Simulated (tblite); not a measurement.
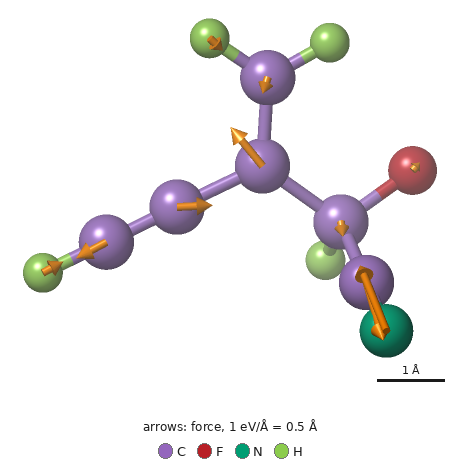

Starting geometry of C$_{6}$H$_{4}$FN with the computed forces as orange arrows. A ball-and-stick model, seen face on.

Computed with GFN2-xTB geometry optimisation, gas phase in tblite 0.8.0. 

Is this structure relaxed? If not, where do the atoms go?

It isn't relaxed: the largest force vector, on the N atom, is 3.11 eV/Å. The final displacements have little in common with the starting forces (cosine between the two patterns 0.14). Over 41 geometry steps the energy falls by 2.61 kcal/mol. The N atom moves most after the best rigid fit: 0.21 Å. By element the largest moves are N 0.21 Å, H 0.17 Å, C 0.11 Å, F 0.07 Å. Some distances before and after: C–N 1.166 → 1.141 Å, C–H 1.069 → 1.049 Å, C–C 1.434 → 1.416 Å, C–C 1.346 → 1.329 Å. Bond angles that change, for instance: C–C–C 118.2° → 123.4°, C–C–C 118.8° → 113.9°, C–C–C 111.6° → 108.6°.
